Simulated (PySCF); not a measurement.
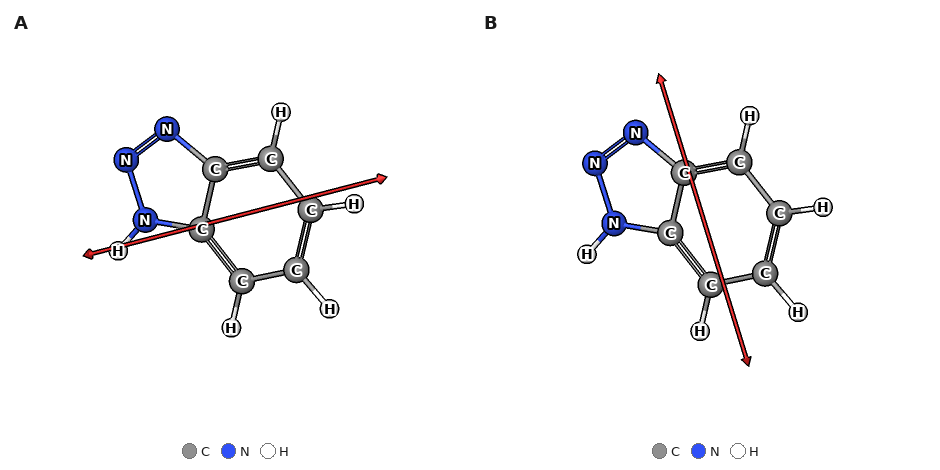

The double arrows show the directions of two transition dipoles from the ground state (lengths mean nothing). The computed structure is the end point of a PBE0-D3(BJ)/def2-SVP optimisation. No frequency run is at hand to confirm it as a minimum. Method: TDDFT ωB97X-D/def2-SVPD, vertical, IEF-PCM chloroform (non-equilibrium linear response), core orbitals frozen in the response (PySCF 2.14.0).

### One belongs to singlet state 1 and one to singlet state 3. Which is which?

A: state 3, 5.37 eV (231 nm), oscillator strength 0.17, mainly HOMO−1 → LUMO (weight 0.59).
B: state 1, 5.03 eV (247 nm), oscillator strength 0.12, mainly HOMO → LUMO (weight 0.66).
